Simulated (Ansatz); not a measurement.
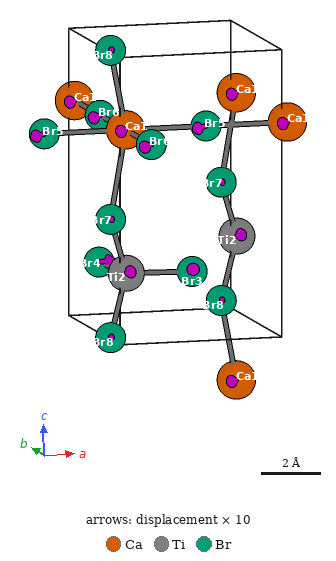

A relaxation of a crystal of CaTiBr₆ (built on the MoWO6-8 type type). The starting structure is drawn; purple arrows show the displacements (the part carried along by the change of the cell is left out), 10 times their true length.

Style: ball-and-stick. Shown: the cell of the calculation, slightly off an axis.

The calculation used Ansatz, DFT, r2SCAN+rVV10, plane waves, PAW.

The input:
```yaml
crystal:
  lattice:
    - [3.9537103557, -4.1731444535, 0.0008307773]
    - [3.9537103557, 4.1731444535, 0.0008307773]
    - [0.0006845047, 0.0, 10.0427561374]
  atoms:
    - { symbol: Ca, position: [1.0514111265, 1.0514111265, 0.7417323843] }
    - { symbol: Ti, position: [0.0570259971, 0.0570259971, 0.2417521723] }
    - { symbol: Br, position: [0.449755489, 0.0128396302, 0.2417636529] }
    - { symbol: Br, position: [0.0128396302, 0.449755489, 0.2417636529] }
    - { symbol: Br, position: [0.5478540316, 1.0506393525, 0.7417387462] }
    - { symbol: Br, position: [1.0506393525, 0.5478540316, 0.7417387462] }
    - { symbol: Br, position: [-0.0848229799, -0.0848229799, 0.4476244613] }
    - { symbol: Br, position: [-0.0847016569, -0.0847016569, 1.0358871638] }
kpoints:
  mp_grid: { grid: [4, 4, 2] }
hamiltonian:
  xc: r2scan
  dispersion: rvv10
scf:
  occupations: { method: fermi_dirac, width: 0.03 }
relax:
  f_tol: 0.01
  cell: {}
  max_steps: 120
```

Run as
```bash
ansatz run input.yaml --threads 4 --pin off --max-ram 4608MiB --backend cpu --events-out ev --progress --plain --runs-dir out
```

Describe the change and its energy.

The energy falls by 1.3 meV per atom in 5 accepted moves (6 points after the start). The largest force component goes from 0.094 to 0.009 eV/Å. Pressure: 0.27 GPa at the start and −0.01 GPa at the end. The SCF was repeated once at an unchanged geometry on a basis and grid sized afresh for the cell, which shifted the energy by less than 0.05 meV per atom at most. The largest moves relative to the cell, 0.092 Å, are those of Br5 and Br6. Br6 goes along [−1 −1 0]. By element the largest moves are Br 0.092 Å, Ca 0.073 Å, Ti 0.071 Å. Cell: a = b 5.749 → 5.804 Å (+1.0 %), c 10.043 → 9.945 Å (−1.0 %), γ 93.1° → 94.3°. Volume +0.8 %. Near-neighbour distances that change, for instance: Ca1–Br7 3.144 → 3.088 Å, Ca1–Br5 2.895 → 2.939 Å, Ca1–Br5 (another image) 2.854 → 2.865 Å, Ti2–Br7 2.352 → 2.356 Å. Bond angles that change, for instance: Br7–Ca1–Br8 139.9° → 142.9°, Br7–Ti2–Br8 123.1° → 120.4°. The space group stays Amm2 (No. 38). Cost: 3 min on 4 threads of Arm Neoverse V1, on a shared host, peak memory 1.4 GiB.
